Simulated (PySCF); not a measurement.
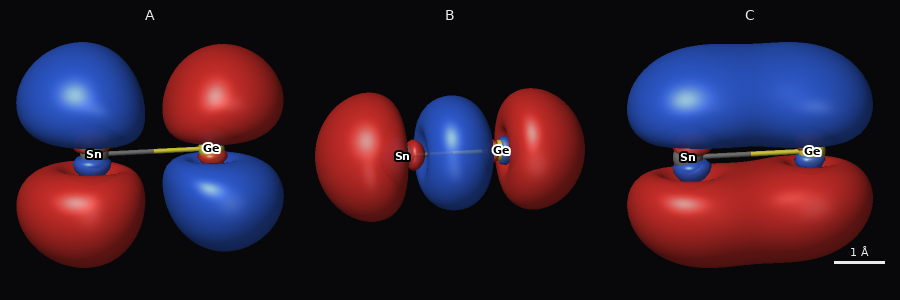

Figure. SnGe (triplet). Three frontier α-spin orbitals, each drawn at the value that holds 80 % of its norm (blue and red are the two phases), in no order; of a degenerate pair one member is drawn.

Core potentials replace the inner electrons of Sn.

Theory: PBE0/cc-pVDZ(-PP), non-relativistic Hamiltonian with scalar-relativistic core potentials where named, at a bond length of 2.586 Å (PySCF).

Label each orbital by symmetry, say whether it is occupied, and order them by energy.

Orbital C: π, occupied in this spin, −5.82 eV; bonding, with no node between the atoms.
Orbital B: σ, occupied in this spin, −5.56 eV; shared between the atoms (Sn 50 %, Ge 50 %).
Orbital A: π, empty in this spin, −2.29 eV; antibonding, with a node between the atoms.
